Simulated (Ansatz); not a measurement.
# Titanium, dhcp under RPBE: ground state and equation of state, part 2 of 2

Aim: take titanium in the dhcp structure, relax it, solve it on a dense k-mesh, then scale the cell to 7 volumes from 88 to 112 % of the relaxed one and try a fit of the equation of state. Spin polarisation is left out. The k-meshes are 12×12×4 for the relaxation; 16×16×5 for the dense run; 16×16×5 for the volumes.

Ansatz 0.2.0; DFT, RPBE, plane waves (420 eV) with PAW, scalar-relativistic. The steps go on from the part before.

## Step 5: At 92 % of the relaxed volume

input.yaml

```yaml
crystal:
  lattice:
    - [2.8812667908, 0.0, 0.0]
    - [-1.4406333954, 2.495250236, 0.0]
    - [0.0, 0.0, 9.2226397567]
  atoms:
    - { symbol: Ti, position: [0.0, 0.0, 0.0] }
    - { symbol: Ti, position: [0.0, 0.0, 0.5] }
    - { symbol: Ti, position: [0.3333333333, 0.6666666667, 0.25] }
    - { symbol: Ti, position: [0.6666666667, 0.3333333333, 0.75] }
hamiltonian:
  xc: rpbe
  pseudopotentials:
    kind: paw
    azcp:
      Ti: "pseudopotentials/Ti.paw.azcp"
basis:
  ecutwfc: 420
  fft_grid_basis: typed
kpoints:
  mp_grid: { grid: [16, 16, 5], shift: [0, 0, 0] }
magnetization:
  spin_polarized: false
scf:
  occupations: { method: fermi_dirac, width: 0.1 }
output:
  stress: true
  write_density: true
  write_potential: true
  elf: true
  volumetric_format: npy
```

Output, cut to the lines that bear on the results:

```text
Warning: RAYON_NUM_THREADS=2 ignored (pool sized by the plan → 2); use --threads N
[...]
Pseudopotentials: kind: paw
Pseudopotential: Ti, paw, valence charge 12, recommended cutoff 420 eV (normal), <dir>
Functional definition: RPBE
[...]
Crystal: 4 atoms, lattice volume = 66.306 Å³
Basis set: ecut = 420 eV, 1279 PW (Γ)
Bands: 29, of which v1, the nominal top of the filled ones, is band 24 counted from 1 (23 counted from 0)
Symmetry: 24 space group operations
Space group: P63/mmc (ITA 194), of the structure as read, at distance tolerance 4.0e-5 Å
k-points: 90 of 1280
[...]
SCF iter   1: F=—  HF=-10015.927344 eV  |F-HF|=—  |Δ(HF+E_count)|=         —  Δρ=5.70e-3  dr2=3.38e-2  ethr=1.77e-3  ⟨swp⟩=4.3  Hψ=9923  notcnv=0
[...]
SCF iter   6: F=-10015.925895 eV  HF=-10015.925895 eV  |F-HF|=3.00e-9  |Δ(HF+E_count)|=   4.05e-8  Δρ=7.92e-6  dr2=3.17e-8  ethr=2.08e-10  ⟨swp⟩=8.2  Hψ=15921  notcnv=0
[...]
SCF converged after 6 iterations
Free energy (F): -10015.925895 eV
[...]
E sigma→0 (E₀):  -10015.826272 eV
Entropy (-TS):   -0.199245 eV (-49.811 meV/atom)
Fermi energy:    14.160573 eV
[...]
--- Stress (GPa, compression-positive) ---
        9.960504       0.000000      -0.000000
        0.000000       9.960504       0.000000
       -0.000000       0.000000       9.961369
  P = ⅓ Tr σ = 9.9608 GPa (99.608 kbar)
--- Band table (eV; the first three rows and the last of 90) ---
[...]
```

Wall time 6.5 s (2 threads of an Arm CPU, shared host); peak memory 0.41 GiB.

## Step 6: At 96 % of the relaxed volume

Changes to input.yaml since step 5:

```diff
@@ -2,5 +2,5 @@
   lattice:
-    - [2.8812667908, 0.0, 0.0]
-    - [-1.4406333954, 2.495250236, 0.0]
-    - [0.0, 0.0, 9.2226397567]
+    - [2.9224333068, 0.0, 0.0]
+    - [-1.4612166534, 2.5309014846, 0.0]
+    - [0.0, 0.0, 9.354409556]
   atoms:
@@ -27,5 +27 @@
   stress: true
-  write_density: true
-  write_potential: true
-  elf: true
-  volumetric_format: npy
```

Output, cut to the lines that bear on the results:

```text
Warning: RAYON_NUM_THREADS=2 ignored (pool sized by the plan → 2); use --threads N
[...]
[... 3 set-up lines as earlier in the session ...]
[...]
Crystal: 4 atoms, lattice volume = 69.189 Å³
Basis set: ecut = 420 eV, 1363 PW (Γ)
Bands: 29, of which v1, the nominal top of the filled ones, is band 24 counted from 1 (23 counted from 0)
[... 2 set-up lines as earlier in the session ...]
k-points: 90 of 1280
[...]
SCF iter   1: F=—  HF=-10016.056560 eV  |F-HF|=—  |Δ(HF+E_count)|=         —  Δρ=5.75e-3  dr2=4.11e-2  ethr=1.77e-3  ⟨swp⟩=4.3  Hψ=9951  notcnv=0
[...]
SCF iter   6: F=-10016.054769 eV  HF=-10016.054769 eV  |F-HF|=8.89e-9  |Δ(HF+E_count)|=   4.26e-8  Δρ=8.80e-6  dr2=4.73e-8  ethr=2.08e-10  ⟨swp⟩=4.0  Hψ=8298  notcnv=0
[...]
SCF converged after 6 iterations
Free energy (F): -10016.054769 eV
[...]
E sigma→0 (E₀):  -10015.952189 eV
Entropy (-TS):   -0.205160 eV (-51.290 meV/atom)
Fermi energy:    13.474958 eV
[...]
--- Stress (GPa, compression-positive) ---
        4.534012       0.000000       0.000000
        0.000000       4.534012       0.000000
        0.000000       0.000000       4.514673
  P = ⅓ Tr σ = 4.5276 GPa (45.276 kbar)
```

Run time: 4.8 s. Hardware: 2 threads of an Arm CPU, shared host; peak memory 0.41 GiB.

## Step 7: At 100 % of the relaxed volume

Changes to input.yaml since step 6:

```diff
@@ -2,5 +2,5 @@
   lattice:
-    - [2.9224333068, 0.0, 0.0]
-    - [-1.4612166534, 2.5309014846, 0.0]
-    - [0.0, 0.0, 9.354409556]
+    - [2.9624716151, 0.0, 0.0]
+    - [-1.4812358075, 2.5655756767, 0.0]
+    - [0.0, 0.0, 9.4825680782]
   atoms:
@@ -27 +27,5 @@
   stress: true
+  write_density: true
+  write_potential: true
+  elf: true
+  volumetric_format: npy
```

Output, cut to the lines that bear on the results:

```text
Warning: RAYON_NUM_THREADS=2 ignored (pool sized by the plan → 2); use --threads N
[...]
[... 3 set-up lines as earlier in the session ...]
[...]
Crystal: 4 atoms, lattice volume = 72.072 Å³
Basis set: ecut = 420 eV, 1387 PW (Γ)
Bands: 29, of which v1, the nominal top of the filled ones, is band 24 counted from 1 (23 counted from 0)
[... 2 set-up lines as earlier in the session ...]
k-points: 90 of 1280
[...]
SCF iter   1: F=—  HF=-10016.096253 eV  |F-HF|=—  |Δ(HF+E_count)|=         —  Δρ=5.73e-3  dr2=4.45e-2  ethr=1.77e-3  ⟨swp⟩=4.3  Hψ=9966  notcnv=0
[...]
SCF iter   6: F=-10016.094259 eV  HF=-10016.094259 eV  |F-HF|=4.24e-8  |Δ(HF+E_count)|=   1.40e-8  Δρ=9.76e-6  dr2=7.25e-8  ethr=2.08e-10  ⟨swp⟩=8.0  Hψ=16396  notcnv=0
[...]
SCF converged after 6 iterations
Free energy (F): -10016.094259 eV
[...]
E sigma→0 (E₀):  -10015.988385 eV
Entropy (-TS):   -0.211747 eV (-52.937 meV/atom)
Fermi energy:    12.841813 eV
[...]
--- Stress (GPa, compression-positive) ---
       -0.002549      -0.000000       0.000000
        0.000000      -0.002549      -0.000000
        0.000000      -0.000000       0.003555
  P = ⅓ Tr σ = -0.0005 GPa (-0.005 kbar)
--- Band table (eV; the first three rows and the last of 90) ---
[...]
```

Run time: 7.2 s. Hardware: 2 threads of an Arm CPU, shared host; peak memory 0.42 GiB.

## Step 8: At 104 % of the relaxed volume

Changes to input.yaml since step 7:

```diff
@@ -2,5 +2,5 @@
   lattice:
-    - [2.9624716151, 0.0, 0.0]
-    - [-1.4812358075, 2.5655756767, 0.0]
-    - [0.0, 0.0, 9.4825680782]
+    - [3.0014559754, 0.0, 0.0]
+    - [-1.5007279877, 2.599337123, 0.0]
+    - [0.0, 0.0, 9.6073530208]
   atoms:
@@ -27,5 +27 @@
   stress: true
-  write_density: true
-  write_potential: true
-  elf: true
-  volumetric_format: npy
```

Output, cut to the lines that bear on the results:

```text
Warning: RAYON_NUM_THREADS=2 ignored (pool sized by the plan → 2); use --threads N
[...]
[... 3 set-up lines as earlier in the session ...]
[...]
Crystal: 4 atoms, lattice volume = 74.955 Å³
Basis set: ecut = 420 eV, 1401 PW (Γ)
Bands: 29, of which v1, the nominal top of the filled ones, is band 24 counted from 1 (23 counted from 0)
[... 2 set-up lines as earlier in the session ...]
k-points: 90 of 1280
[...]
SCF iter   1: F=—  HF=-10016.061109 eV  |F-HF|=—  |Δ(HF+E_count)|=         —  Δρ=5.53e-3  dr2=4.09e-2  ethr=1.77e-3  ⟨swp⟩=4.3  Hψ=9969  notcnv=0
[...]
SCF iter   6: F=-10016.059295 eV  HF=-10016.059295 eV  |F-HF|=2.15e-8  |Δ(HF+E_count)|=   6.02e-8  Δρ=9.62e-6  dr2=7.08e-8  ethr=2.08e-10  ⟨swp⟩=4.2  Hψ=8422  notcnv=0
[...]
SCF converged after 6 iterations
Free energy (F): -10016.059295 eV
[...]
E sigma→0 (E₀):  -10015.949798 eV
Entropy (-TS):   -0.218995 eV (-54.749 meV/atom)
Fermi energy:    12.255131 eV
[...]
--- Stress (GPa, compression-positive) ---
       -3.786287       0.000000       0.000000
        0.000000      -3.786287      -0.000000
        0.000000      -0.000000      -3.736825
  P = ⅓ Tr σ = -3.7698 GPa (-37.698 kbar)
```

Wall time 5.6 s (2 threads of an Arm CPU, shared host); peak memory 0.43 GiB.

## Step 9: At 108 % of the relaxed volume

Changes to input.yaml since step 8:

```diff
@@ -2,5 +2,5 @@
   lattice:
-    - [3.0014559754, 0.0, 0.0]
-    - [-1.5007279877, 2.599337123, 0.0]
-    - [0.0, 0.0, 9.6073530208]
+    - [3.0394531227, 0.0, 0.0]
+    - [-1.5197265613, 2.6322436179, 0.0]
+    - [0.0, 0.0, 9.7289779959]
   atoms:
```

Output, cut to the lines that bear on the results:

```text
Warning: RAYON_NUM_THREADS=2 ignored (pool sized by the plan → 2); use --threads N
[...]
[... 3 set-up lines as earlier in the session ...]
[...]
Crystal: 4 atoms, lattice volume = 77.837 Å³
Basis set: ecut = 420 eV, 1497 PW (Γ)
Bands: 29, of which v1, the nominal top of the filled ones, is band 24 counted from 1 (23 counted from 0)
[... 1 set-up line as earlier in the session ...]
Space group: P63/mmc (ITA 194), of the structure as read, at distance tolerance 4.3e-5 Å
k-points: 90 of 1280
[...]
SCF iter   1: F=—  HF=-10015.963952 eV  |F-HF|=—  |Δ(HF+E_count)|=         —  Δρ=5.24e-3  dr2=3.27e-2  ethr=1.77e-3  ⟨swp⟩=4.3  Hψ=10011  notcnv=0
[...]
SCF iter   6: F=-10015.962421 eV  HF=-10015.962421 eV  |F-HF|=4.11e-8  |Δ(HF+E_count)|=   8.07e-8  Δρ=1.00e-5  dr2=9.02e-8  ethr=2.08e-10  ⟨swp⟩=4.3  Hψ=8544  notcnv=0
[...]
SCF converged after 6 iterations
Free energy (F): -10015.962421 eV
[...]
E sigma→0 (E₀):  -10015.848995 eV
Entropy (-TS):   -0.226852 eV (-56.713 meV/atom)
Fermi energy:    11.709957 eV
[...]
--- Stress (GPa, compression-positive) ---
       -6.931744      -0.000000       0.000000
       -0.000000      -6.931744       0.000000
        0.000000       0.000000      -6.837996
  P = ⅓ Tr σ = -6.9005 GPa (-69.005 kbar)
```

It took 5.7 s on 2 threads of an Arm CPU, shared host; peak memory 0.43 GiB.

## Step 10: At 112 % of the relaxed volume

Changes to input.yaml since step 9:

```diff
@@ -2,5 +2,5 @@
   lattice:
-    - [3.0394531227, 0.0, 0.0]
-    - [-1.5197265613, 2.6322436179, 0.0]
-    - [0.0, 0.0, 9.7289779959]
+    - [3.0765232777, 0.0, 0.0]
+    - [-1.5382616388, 2.6643473138, 0.0]
+    - [0.0, 0.0, 9.8476357633]
   atoms:
```

Output, cut to the lines that bear on the results:

```text
Warning: RAYON_NUM_THREADS=2 ignored (pool sized by the plan → 2); use --threads N
[...]
[... 3 set-up lines as earlier in the session ...]
[...]
Crystal: 4 atoms, lattice volume = 80.720 Å³
Basis set: ecut = 420 eV, 1593 PW (Γ)
Bands: 29, of which v1, the nominal top of the filled ones, is band 24 counted from 1 (23 counted from 0)
[... 2 set-up lines as earlier in the session ...]
k-points: 90 of 1280
[...]
SCF iter   1: F=—  HF=-10015.815640 eV  |F-HF|=—  |Δ(HF+E_count)|=         —  Δρ=5.08e-3  dr2=2.70e-2  ethr=1.77e-3  ⟨swp⟩=4.4  Hψ=9980  notcnv=0
[...]
SCF iter   7: F=-10015.814189 eV  HF=-10015.814189 eV  |F-HF|=6.89e-10  |Δ(HF+E_count)|=   4.41e-9  Δρ=2.08e-6  dr2=3.29e-9  ethr=2.08e-10  ⟨swp⟩=3.9  Hψ=7815  notcnv=0
[...]
SCF converged after 7 iterations
Free energy (F): -10015.814189 eV
[...]
E sigma→0 (E₀):  -10015.696560 eV
Entropy (-TS):   -0.235257 eV (-58.814 meV/atom)
Fermi energy:    11.201907 eV
[...]
--- Stress (GPa, compression-positive) ---
       -9.537844      -0.000000      -0.000000
       -0.000000      -9.537844      -0.000000
       -0.000000      -0.000000      -9.406953
  P = ⅓ Tr σ = -9.4942 GPa (-94.942 kbar)
```

Run time: 6.7 s. Hardware: 2 threads of an Arm CPU, shared host; peak memory 0.43 GiB.

## Step 11: Fitting the volumes

The cell was scaled evenly, with its shape and the fractional positions fixed.

| V (Å³/atom) | E − E₀ (meV/atom) | P from the stress (GPa) | P from the fit (GPa) |
| --- | --- | --- | --- |
| 15.856 | 98.9 | 16.47 | 16.37 |
| 16.576 | 40.5 | 9.96 | 9.80 |
| 17.297 | 9.0 | 4.53 | 4.35 |
| 18.018 | 0.0 | 0.00 | -0.19 |
| 18.739 | 9.6 | -3.77 | -3.97 |
| 19.459 | 34.8 | -6.90 | -7.13 |
| 20.180 | 73.0 | -9.49 | -9.76 |

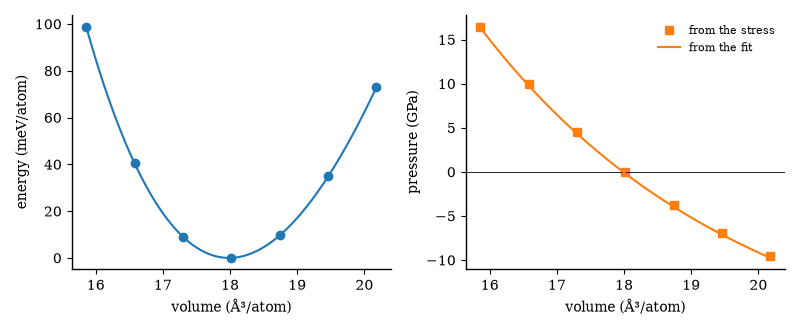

Energy and pressure against volume; the lines are the Birch-Murnaghan fit.

A third-order Birch-Murnaghan fit gives V₀ = 17.985 Å³/atom, B₀ = 104 GPa and B₀′ = 3.5; it misses no point by more than 0.03 meV/atom.

The fit is made to E(σ → 0), while the stress belongs to the free energy F; that is one source of the offset between the two pressures.

## Step 12: Summary of results

The summary covers parts 1 to 2.

| quantity | value |
| --- | --- |
| space group (spins left aside) | P6_3/mmc (No. 194) |
| conventional cell | a = 2.962 Å, c = 9.483 Å (c/a = 3.201) |
| volume | 18.018 Å³/atom |
| shortest distance | 2.923 Å |
| gap on the mesh | none (levels filled in part) |
| relative to hcp | +42 meV/atom |
| highest ELF outside the cores | 0.76, 2.08 Å from the nearest atom |
| V₀, B₀, B₀′ | 17.985 Å³/atom, 104 GPa, 3.5 |

In words: The relaxation enlarged the cell by 2.0 % in volume. It lies 42 meV/atom above the element's reference form at the same level (hcp, from a run of its own). Levels at the Fermi energy are filled in part, as in a metal. The fitted modulus is 104 GPa; letting shape and positions relax at each volume could only lower it. Relaxation kept the symmetry; phonons were not checked.
